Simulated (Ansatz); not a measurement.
| atom | x (Å) | y (Å) | z (Å) |
| --- | --- | --- | --- |
| Si | 0.0547 | -0.0255 | -0.2937 |
| H | -0.0186 | -0.1911 | 2.3641 |
| H | 1.4993 | 0.0217 | -0.7363 |
| C | -0.8959 | 1.5563 | -0.7183 |
| H | -1.9879 | 1.3719 | -0.7020 |
| H | -0.6755 | 2.3710 | 0.0008 |
| H | -0.6065 | 1.8977 | -1.7347 |
| H | -0.5791 | -1.2558 | -0.8944 |
| N | -0.3039 | 0.1604 | 3.3107 |
| H | -0.4041 | -0.6908 | 3.8891 |
| H | 0.5596 | 0.6042 | 3.6611 |

All numbers below come from UKS PBE-D4/def2-SVP (Ansatz 0.2.0).

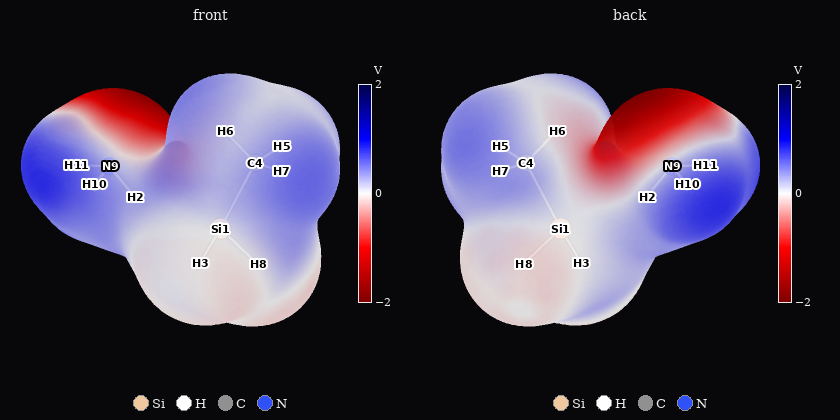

CH5Si···NH3 (doublet). The electrostatic potential painted on the density surface at 0.001 e/bohr³, seen from the front and from behind; the colour scale runs from red (negative) to blue (positive).

Which sites attract a positive test charge, and which a negative one?

Answer. A positive charge is drawn to the negative regions and a negative charge to the positive ones. The most negative region (about −1.9 V, or −44 kcal/mol for a unit charge) lies over N9, the most positive (about +0.8 V, or +18 kcal/mol for a unit charge) over H10 and H11. N9 is the likeliest acceptor of a hydrogen bond.
